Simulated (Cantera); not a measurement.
Feed: 1 mol B₂O₃, 4.9 mol O₂, 0.2 mol H₂, equilibrated at 0.0100 bar.

Equilibrium computed with Cantera from the NASA thermochemical tables; the gas is ideal and each condensed phase is pure. Candidate condensed phases: B, B₂O₃, B₃O₃H₃, H₂O; 23 gas species. The numbers say what is thermodynamically allowed, not how fast it happens.

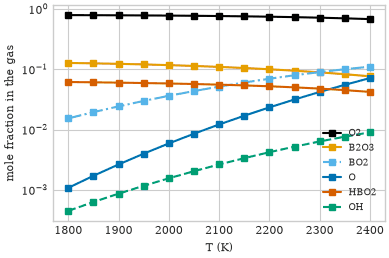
Equilibrium gas composition (values under 1e-9 drawn at 1e-9)

From 1800 K to 2400 K nothing is condensed. The main B-bearing gas is B₂O₃ throughout.
